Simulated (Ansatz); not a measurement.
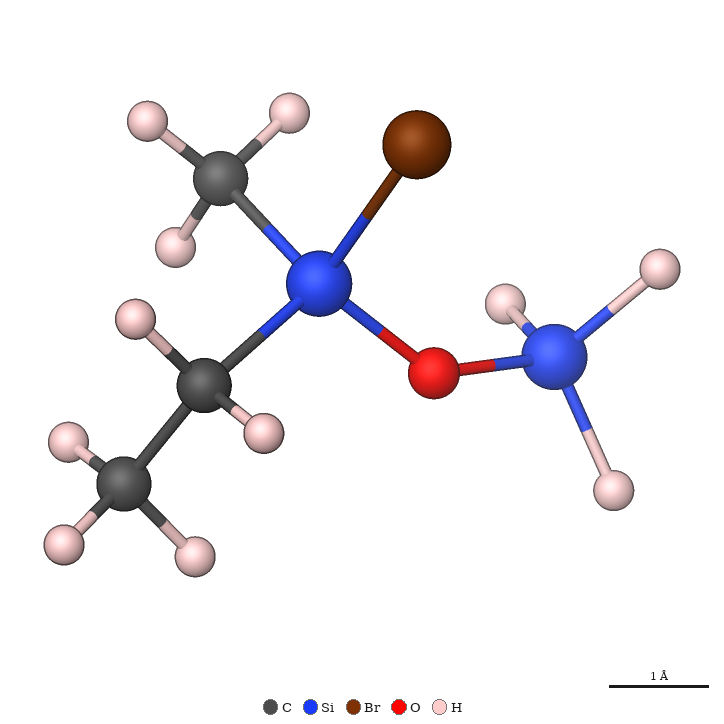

Starting geometry of the run.

The calculation was set up as follows.

```yaml
crystal:
  periodic: [false, false, false]
  atoms:
    - {symbol: C, position_ang: [0.717600, 0.108400, -2.338200]}
    - {symbol: C, position_ang: [1.424900, 0.469500, -1.069600]}
    - {symbol: Si, position_ang: [0.485200, 0.057900, 0.518000]}
    - {symbol: C, position_ang: [0.340400, -1.771200, 0.659700]}
    - {symbol: Br, position_ang: [1.851500, 0.663900, 2.190500]}
    - {symbol: O, position_ang: [-0.896700, 0.929700, 0.658800]}
    - {symbol: Si, position_ang: [-2.197800, 1.035900, 1.642400]}
    - {symbol: H, position_ang: [1.307000, 0.451000, -3.229100]}
    - {symbol: H, position_ang: [0.448400, -0.899000, -2.384600]}
    - {symbol: H, position_ang: [-0.275100, 0.703700, -2.377800]}
    - {symbol: H, position_ang: [1.660100, 1.541900, -1.040000]}
    - {symbol: H, position_ang: [2.400800, -0.061100, -1.061800]}
    - {symbol: H, position_ang: [-0.449300, -2.114900, -0.142200]}
    - {symbol: H, position_ang: [-0.203900, -2.042500, 1.643000]}
    - {symbol: H, position_ang: [1.214900, -2.332400, 0.572500]}
    - {symbol: H, position_ang: [-1.810300, 1.505900, 3.012200]}
    - {symbol: H, position_ang: [-3.163900, 2.040500, 1.058100]}
    - {symbol: H, position_ang: [-2.891100, -0.276000, 1.739800]}
basis:
  gaussian: {orbitals: def2-SVP}
hamiltonian: {xc: pbe, dispersion: d4}
relax: {f_tol: 0.03, max_steps: 200}
```

Result (its end):

```
mean field -91100.10438583 eV, -3347.8670863108 hartree, gradient 1.7e-5 eV, S^2 0.000000; 1 other end points of the search recorded, 0 dependent functions left out
the calculation of the forces begins
reference -91100.10443347 eV, -3347.8670880615 hartree; 50, 50 occupied and 129, 129 virtual orbitals, 1992 factors
Total energy: -91100.61426470 eV, -3347.8858240134 hartree
Atom 0 at     0.705766     0.264456    -2.316564 Å, force    -0.000247     0.008272     0.000080 eV/Å
Atom 1 at     1.436300     0.509212    -0.987006 Å, force    -0.005811    -0.005041     0.001500 eV/Å
Atom 2 at     0.488423    -0.118615     0.508891 Å, force     0.012506    -0.001284    -0.000367 eV/Å
Atom 3 at     0.246188    -1.976702     0.549226 Å, force    -0.014541    -0.001866    -0.002222 eV/Å
Atom 4 at     1.616334     0.476173     2.383472 Å, force    -0.001462    -0.000239    -0.000557 eV/Å
Atom 5 at    -1.000470     0.648062     0.532869 Å, force    -0.018571     0.004758     0.003981 eV/Å
Atom 6 at    -2.156415     1.154880     1.642549 Å, force    -0.004692    -0.000719     0.019914 eV/Å
Atom 7 at     1.276815     0.671956    -3.175891 Å, force    -0.000412    -0.001656     0.001590 eV/Å
Atom 8 at     0.551304    -0.817260    -2.510708 Å, force    -0.000070    -0.003588    -0.000774 eV/Å
Atom 9 at    -0.293209     0.745951    -2.319616 Å, force     0.002953    -0.001940     0.000356 eV/Å
Atom 10 at     1.618896     1.593589    -0.827609 Å, force     0.000187     0.001523     0.001049 eV/Å
Atom 11 at     2.438279     0.027304    -0.980856 Å, force     0.000453     0.000862     0.000063 eV/Å
Atom 12 at    -0.329336    -2.306072    -0.340669 Å, force     0.004324     0.001361     0.003904 eV/Å
Atom 13 at    -0.313879    -2.278885     1.456589 Å, force     0.005155     0.001870    -0.002652 eV/Å
Atom 14 at     1.222044    -2.502069     0.553097 Å, force     0.003573    -0.000714    -0.000094 eV/Å
Atom 15 at    -1.673407     2.361322     2.401134 Å, force    -0.016922    -0.021813    -0.023049 eV/Å
Atom 16 at    -3.392519     1.505114     0.862356 Å, force     0.029382    -0.003006     0.022338 eV/Å
Atom 17 at    -2.478415     0.052781     2.620437 Å, force     0.004193     0.023220    -0.025062 eV/Å
Dipole moment:    -0.063658    -0.199000    -0.310166 e Å
```
